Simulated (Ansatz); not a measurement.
# SnSe2 (P-3m1): G0W0 under other settings

Aim: change settings of a G0W0 run on SnSe2 (P-3m1) and see what moves.

Main program and level: Ansatz 0.2.0; G0W0 on PBE, plane waves, PAW; PAW set soft_1.

**1. Set-up**

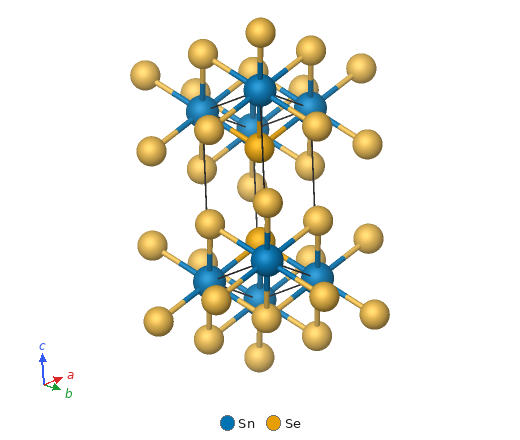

Start, viewed from a free direction; tin blue, selenium orange. Some periodic images of atoms are drawn too.

Geometry: measured cell, ions relaxed with PBE. The runs that relaxed it are not among those shown.

**2. The base run: 6×6×2 mesh, 230 empty bands, screening to 120 eV, PAW set soft_1 files**

G0W0 replaces the xc potential by the self-energy, built once from these orbitals. Only a window of levels is corrected, while the sums run over the empty bands that the input names. This step takes PAW set soft_1 files.

input.yaml

```yaml
crystal:
  lattice:
    - [3.811, 0.0, 0.0]
    - [-1.9055, 3.3004228138, 0.0]
    - [0.0, 0.0, 6.136]
  atoms:
    - { symbol: Sn, position: [0.0, 0.0, 0.0] }
    - { symbol: Se, position: [0.3333333333, 0.6666666667, 0.2614399677] }
    - { symbol: Se, position: [0.6666666667, 0.3333333333, 0.7385600323] }
kpoints:
  mp_grid: { grid: [6, 6, 2] }
hamiltonian:
  xc: pbe
  pseudopotentials: { kind: paw, azcp: { folder: soft_1 } }
scf:
  occupations: { method: fixed }
gw:
  n_empty_bands: 230
  ecut_chi: 120
  qp_bands: [v2, c2]
  qp_kpoints: band_edges
  screening: { model: contour_deformation }
```

On the command line:

```sh
> ansatz run input.yaml --threads 3 --pin off --max-ram 92160MiB --backend cuda --events-out ev --progress --plain --runs-dir out --devices 1 --max-vram 13GiB
```

Numbers of over 12 decimals in the logs are rounded to 6 here.

The program printed:

```text
GPUs: using 1 of 1 available (devices: 1).
Engine: ansatz 0.2.0, x86_64-unknown-linux-gnu
Pseudopotentials: kind: paw
Pseudopotential: Sn, paw, valence charge 14, recommended cutoff 420 eV (normal), soft_1/Sn.paw.azcp
Pseudopotential: Se, paw, valence charge 16, recommended cutoff 420 eV (normal), soft_1/Se.paw.azcp
Functional definition: PBE
  parameter kappa = 0.804
  parameter beta = 0.066725
  exchange = pbe_x(kappa = kappa, mu = beta*pi^2/3)
  correlation = pbe_c(beta = beta)
device memory: the entry about to start is reckoned to put 0.7 GiB on a device that reports 52.3 GiB free (of which the cap on the GPU budget leaves the run 13.0 GiB)
GPU FFT provider: cuFFT
GPU libraries: cuBLAS 13.8.2, cuFFT 12.4.0, cuSOLVER 12.3.4
Crystal: 3 atoms, lattice volume = 77.178 Å³
Basis set: ecut = 420 eV, 1485 PW (Γ)
Bands: 28, of which v1, the nominal top of the filled ones, is band 23 counted from 1 (22 counted from 0)
Symmetry: 12 space group operations
Space group: P-3m1 (ITA 164), of the structure as read, at distance tolerance 4.3e-5 Å
k-points: 14 of 72
Non-local potential: Sn, projectors of the file, l = 0: 2, l = 1: 2, l = 2: 2, l = 3: 1
Non-local potential: Se, projectors of the file, l = 0: 2, l = 1: 2, l = 2: 3, l = 3: 1
PAW form: soft (Blöchl's): semilocal exchange-correlation on the pseudo side does not see the compensation charge
PAW one-centre angular grid: Sn, 590 points (default); XC on 64 Gauss nodes
PAW one-centre angular grid: Se, 590 points (default); XC on 64 Gauss nodes
Initial density: superposition of atomic densities (chi_scale 0.1, normalization cell, long waves kept (reshape's long-wave potential 0.10 eV rms))
Initial wavefunctions: pseudopotential atomic-orbital guess
GPU buffer pool allocated for 32805 grid points (all kernels)
GPU transforms: local potential and band sums: pruned to the plane-wave sphere, on 25×25×45
Functional: x = pbe(κ = 0.804, μ = 0.219515), c = pbe(β = 0.066725)
SCF iter   1: F=—  HF=-16963.829769 eV  |F-HF|=—  |Δ(HF+E_count)|=         —  Δρ=3.24e-2  dr2=1.67e0  ethr=3.10e-3  ⟨swp⟩=5.0  Hψ=1439  notcnv=0  defer=38
preconditioner: auto → Resta (q_TF=auto, 2.503 Å⁻¹)  ε∞=4.0  [insulator: Δε(μ)=0.622 eV  Ē_g=9.786 eV  n_scr=22 (ndim 8)  ℏωp=16.9 eV  f_vac=0.027  ε∞_Penn≈4.0]
SCF iter   2: F=—  HF=-16963.475685 eV  |F-HF|=—  |Δ(HF+E_count)|=   3.54e-1  Δρ=1.63e-2  dr2=2.37e-1  ethr=3.10e-3  ⟨swp⟩=2.0  Hψ=566  notcnv=0  defer=16
SCF iter   3: F=—  HF=-16963.425991 eV  |F-HF|=—  |Δ(HF+E_count)|=   4.97e-2  Δρ=5.33e-3  dr2=1.79e-2  ethr=5.14e-4  ⟨swp⟩=2.0  Hψ=474  notcnv=0  defer=38
SCF iter   4: F=—  HF=-16963.426173 eV  |F-HF|=—  |Δ(HF+E_count)|=   1.82e-4  Δρ=1.08e-3  dr2=1.36e-3  ethr=3.90e-5  ⟨swp⟩=2.0  Hψ=722  notcnv=0  defer=40
[...]
E_xc         = -295.614412
  E_vxc        = -260.572693  (∫ρ·V_xc dr)
  E_paw        = -8631.687221  (= ΣΔE_a)
  E_vpaw       = -702.968257  (= ΣTr[D̂ρ^β])
  E_aug_tail   = -0.000477  (compensation charges beyond the density's cutoff)
  E_ewald      = -4724.188291
  E_smearing   = -0.000000  (= −TS)
  E_closure    = 0.000000  (closes the sum)
  Σ components = -16963.426708   (vs F -16963.426708, Δ=0.00e0)
--- Band table (eV; the first three rows and the last of 14) ---
  k-point 0: bands = [... 19 lower, 7.4037, 7.6099, 7.6099, 7.7861, 8.8792, 11.0734, 12.6075, 12.6075, ... 1 higher]
  k-point 1: bands = [... 19 lower, 7.2661, 7.2661, 7.8237, 7.8237, 10.4989, 10.9433, 12.2894, 12.2894, ... 1 higher]
  k-point 2: bands = [... 19 lower, 6.3815, 6.5909, 7.8488, 7.8865, 10.1140, 11.6588, 12.6658, 12.9671, ... 1 higher]
  k-point 13: bands = [... 19 lower, 3.7753, 4.2249, 7.5312, 7.5312, 10.1897, 12.2193, 12.2193, 13.7621, ... 1 higher]
--- G₀W₀: contour deformation, 7 samples at zero and on the imaginary axis and 1 off it, 72 q-points, 230 empty bands' worth ---
  eigenvalues of the whole cell's RPA ε∞ on this k-mesh (on a slab, of 1 + 4πα/V) = 10.9146, 13.8009, 13.8009; static W/v taken at q = 0 is 0.082038
  bands read: the sum over 253 bands ends inside a degenerate multiplet in 2 slots, whose members it reads at an even weight; the widest, k=0: bands 253 to 254 (counted from 1) at 1/2 each
  gw.qp_kpoints: band_edges: 12 of 14 stored k-points solved, in 1 pass; an edge of the gap read off the rows below is read off those points alone
    valence top: of the k-points left out ik 9 came nearest to being solved in a further pass, in band 23 (counted from 1, as in the quasiparticle table): it holds the edge there only if its correction is more favourable than any solved in that band by at least 0.775 eV; those differ by 0.052 eV
    conduction bottom: of the k-points left out ik 10 came nearest to being solved in a further pass, in band 24 (counted from 1, as in the quasiparticle table): it holds the edge there only if its correction is more favourable than any solved in that band by at least 0.708 eV; those differ by 0.129 eV
    ik  band        ε_KS         Σx   Σc(E_QP)       V_xc       Z   E_QP_lin       E_QP  E_QP is
     0    22      7.6099   -17.4734     1.6336   -15.4210  0.7197     7.1833     7.1912  root
     0    23      7.7861   -17.8193     1.8194   -15.5486  0.7235     7.3266     7.3348  root
     0    24      8.8792   -11.8789    -3.1982   -15.2118  0.7660     9.0142     9.0139  root
     0    25     11.0734    -8.1573    -4.0325   -12.2757  0.7765    11.1594    11.1592  root
     1    22      7.8237   -17.5617     1.5050   -15.6369  0.7262     7.3975     7.4039  root
     1    23      7.8237   -17.5617     1.5050   -15.6369  0.7262     7.3975     7.4039  root
     1    24     10.4989   -12.2228    -3.7080   -16.0962  0.7302    10.6657    10.6644  root
     1    25     10.9433    -8.4641    -4.0430   -12.6173  0.7756    11.0538    11.0535  root
[...]
13    22      7.5312   -17.4529     1.7963   -15.1998  0.7173     7.0652     7.0746  root
    13    23      7.5312   -17.4529     1.7963   -15.1998  0.7173     7.0652     7.0746  root
    13    24     10.1897   -11.8843    -3.8467   -15.8868  0.7089    10.3454    10.3455  root
    13    25     12.2193    -7.9169    -4.2766   -12.2837  0.7580    12.3098    12.3095  root
[key lines of the parts left out:]
SCF converged after 8 iterations
Free energy (F): -16963.426708 eV
Fermi energy:    7.886472 eV
```

Elapsed: 15 s, on 1 × NVIDIA H100 80GB HBM3 (shared by 6 runs) with 3 threads of AMD EPYC 7R13 (Zen 3), shared host; peak memory 1.3 GiB.

Numbers from this step:

```yaml
bands_summed: 253
rpa_eps_infinity_on_this_mesh_eigenvalues: 10.91, 13.80, 13.80
plane_waves_in_the_screening_matrix: 245
q_points_in_the_mesh: 72
g0w0_gap_on_the_mesh: 1.173 eV
k_of_the_valence_top: 0, 0.1667, 0
k_of_the_conduction_bottom: 0, -0.5, -0.5
starting_gap_on_the_mesh: 0.7046 eV
z_at_the_valence_top: 0.7269
z_at_the_conduction_bottom: 0.7495
least_direct_g0w0_gap_on_the_computed_points: 1.679 eV
```

The gap on the mesh goes from 0.70 eV to 1.17 eV, a correction of +0.47 eV. Between the two edge states, bare exchange in place of the xc potential would open the gap by 4.93 eV, and correlation takes back 4.46 eV.

**3. Variant: accuracy level**

input.yaml: that of step 2 with these lines changed.

```diff
@@ -17,4 +17,4 @@
 gw:
-  n_empty_bands: 230
-  ecut_chi: 120
+  n_empty_bands: 175
+  ecut_chi: 100
   qp_bands: [v2, c2]
@@ -22 +22,2 @@
   screening: { model: contour_deformation }
+accuracy: low
```

The program printed:

```text
settings of this run that can trade accuracy for cost: accuracy: low. Do not mix this run's numbers with those of runs without the same settings; the input reference describes each key
GPUs: using 1 of 1 available (devices: 1).
[...]
GPU FFT provider: cuFFT
GPU libraries: cuBLAS 13.8.2, cuFFT 12.4.0, cuSOLVER 12.3.4
Crystal: 3 atoms, lattice volume = 77.178 Å³
Basis set: ecut = 420 eV, 1485 PW (Γ)
Bands: 28, of which v1, the nominal top of the filled ones, is band 23 counted from 1 (22 counted from 0)
[... 1 set-up line as in the run before ...]
[...]
k-points: 14 of 72
[...]
GPU buffer pool allocated for 32805 grid points (all kernels)
[...]
SCF iter   1: F=—  HF=-16963.829769 eV  |F-HF|=—  |Δ(HF+E_count)|=         —  Δρ=3.24e-2  dr2=1.67e0  ethr=3.10e-3  ⟨swp⟩=5.0  Hψ=1439  notcnv=0  defer=38
[...]
SCF iter   8: F=-16963.426708 eV  HF=-16963.426708 eV  |F-HF|=1.97e-7  |Δ(HF+E_count)|=   4.22e-6  Δρ=7.86e-6  dr2=9.42e-8  ethr=2.17e-10  ⟨swp⟩=8.1  Hψ=1816  notcnv=0
SCF 1 converged in 8 iterations: F = -16963.426708 eV  dr2 = 9.42e-8
[...]
NSCF: frozen V_eff on 14 k-points, pencils in batches of 32, up to order 112
[...]
NSCF: frozen V_eff on 14 k-points
G₀W₀ screening: q 1/14
[... further progress lines ...]
SCF converged after 8 iterations
Free energy (F): -16963.426708 eV
[...]
Internal energy: -16963.426708 eV  (E = F + TS)
E sigma→0 (E₀):  -16963.426708 eV
Fermi energy:    7.886472 eV
[...]
--- Band table (eV; the first three rows and the last of 14) ---
  k-point 0: bands = [... 19 lower, 7.4037, 7.6099, 7.6099, 7.7861, 8.8792, 11.0734, 12.6075, 12.6075, ... 1 higher]
  k-point 1: bands = [... 19 lower, 7.2661, 7.2661, 7.8237, 7.8237, 10.4989, 10.9433, 12.2894, 12.2894, ... 1 higher]
  k-point 2: bands = [... 19 lower, 6.3815, 6.5909, 7.8488, 7.8865, 10.1140, 11.6588, 12.6658, 12.9671, ... 1 higher]
  k-point 13: bands = [... 19 lower, 3.7753, 4.2249, 7.5312, 7.5312, 10.1897, 12.2193, 12.2193, 13.7621, ... 1 higher]
[...]
0    22      7.6099   -17.4734     1.7125   -15.4210  0.7202     7.2652     7.2701  root
     0    23      7.7861   -17.8193     1.9025   -15.5486  0.7239     7.4127     7.4180  root
     0    24      8.8792   -11.8789    -3.1134   -15.2118  0.7664     9.0997     9.0987  root
     0    25     11.0734    -8.1573    -3.9744   -12.2757  0.7722    11.2179    11.2174  root
     1    22      7.8237   -17.5617     1.5867   -15.6369  0.7268     7.4817     7.4856  root
     1    23      7.8237   -17.5617     1.5867   -15.6369  0.7268     7.4817     7.4856  root
     1    24     10.4989   -12.2228    -3.6185   -16.0962  0.7324    10.7560    10.7539  root
     1    25     10.9433    -8.4641    -3.9804   -12.6173  0.7754    11.1169    11.1162  root
[...]
13    22      7.5312   -17.4529     1.8744   -15.1998  0.7179     7.1456     7.1526  root
    13    23      7.5312   -17.4529     1.8744   -15.1998  0.7179     7.1456     7.1526  root
    13    24     10.1897   -11.8843    -3.7596   -15.8868  0.7125    10.4331    10.4325  root
    13    25     12.2193    -7.9169    -4.2203   -12.2837  0.7647    12.3663    12.3658  root
```

Elapsed: 13 s, on 1 × NVIDIA H100 80GB HBM3 (shared by 6 runs) with 3 threads; peak memory 1.2 GiB; 12 s of CPU time.

The G0W0 gap on the mesh is 1.163 eV.

Against the base:

| setting | base | variant |
| --- | --- | --- |
| empty bands | 230 | 175 |
| screening cutoff (eV) | 120 | 100 |
| accuracy | - | low |

| quantity | variant | base |
| --- | --- | --- |
| starting gap on the mesh | 0.705 | 0.705 |
| G0W0 gap on the mesh | 1.163 | 1.173 |
| least direct G0W0 gap on the computed points | 1.681 | 1.679 |
| Z at the valence top | 0.727 | 0.727 |
| Z at the conduction bottom | 0.750 | 0.749 |

**4. What came out**

```json
{
 "base": "1.17 eV, 15 s",
 "accuracy level": "1.16 eV, 13 s"
}
```

**Reading.** Accuracy level: the gap moves by −0.01 eV. The variant differs from the base in empty bands, screening cutoff and accuracy together, so the change can't be laid to one of them. All runs here use a coarse mesh and modest cutoffs; they test settings and are not final values. The 6×6×2 mesh is coarse for this cell (its supercell is 12 Å along the shortest edge). The RPA ε∞ on it, from the PBE start, is 10.91 and 13.80; such meshes misread the long-range screening, most where the gap is narrow. The many-body steps are scalar-relativistic: spin-orbit coupling is not in them.

[Paths, hosts, dates, memory and timing lines, banners, echoed tables and standing remarks are left out of the program output.]

[Logs are printed without paths, hosts, clocks, repeated set-up lines and the standing remarks that a program may print on its own settings, such as how far it seeks lower states.]

[Runs of the session that timed out or met a known fault of the program may be left out.]

[Cells called generated may have been cut or substituted from an entry of the Crystallography Open Database or the Materials Project.]

[Hosts, paths, dates, database ids (printed as entryN), source tags and the programs' standing remarks are cut or masked in the printed files.]
